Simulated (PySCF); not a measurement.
Vertical excitations of a molecule C3H8AlCl from TDA-CAM-B3LYP/def2-SVPD run with PySCF 2.14.0, as energy in eV (oscillator strength): 5.64 (0.000), 6.43 (0.127), 7.10 (0.005), 7.34 (0.004), 7.52 (0.061), 7.59 (0.003), 7.72 (0.116), 7.83 (0.068), 7.98 (0.061), 8.15 (0.046). Lowest triplet (TDA): 5.33 eV. Coordinates come from a B3LYP-D3(BJ)/def2-SVP optimisation. One conformer was computed; it need not be the lowest.

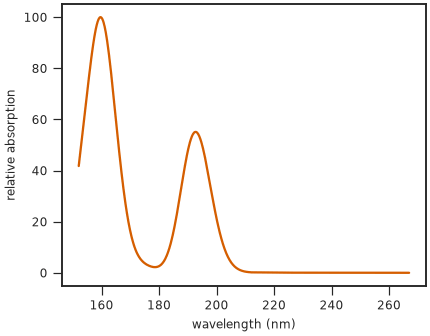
Figure. The lines broadened by 0.4 eV.

Problem. Pick the molecule that these values belong to.
(A) CC[CH2][AlH][Cl]
(B) C[CH](C)[AlH][Cl]
(C) C[CH2][Al]([CH3])[Cl]

Solution. C, C[CH2][Al]([CH3])[Cl]
